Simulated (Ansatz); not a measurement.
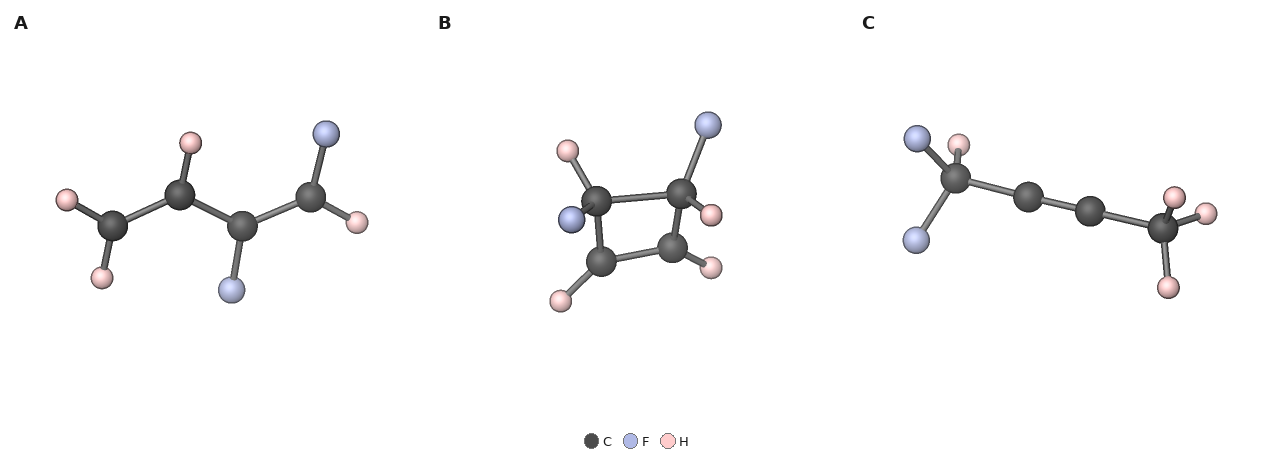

3 stationary structures of one formula. Geometries: PBE-D4/def2-SVP. Electronic energies: PBE-D4/def2-SVP (Ansatz 0.2.0), without zero-point energy. No frequency run is at hand to confirm each as a minimum. Each is one conformer, not always the lowest.

Are they conformers, stereoisomers or constitutional isomers?

Answer. They are constitutional isomers of C4H4F2: A `C=C/C(F)=C\F`, B `F[C@@H]1C=C[C@H]1F`, C `CC#CC(F)F`.

Rank them by energy, lowest first.

Answer. A is lowest; B lies 30.6 kJ/mol above it, C lies 43.3 kJ/mol above it.
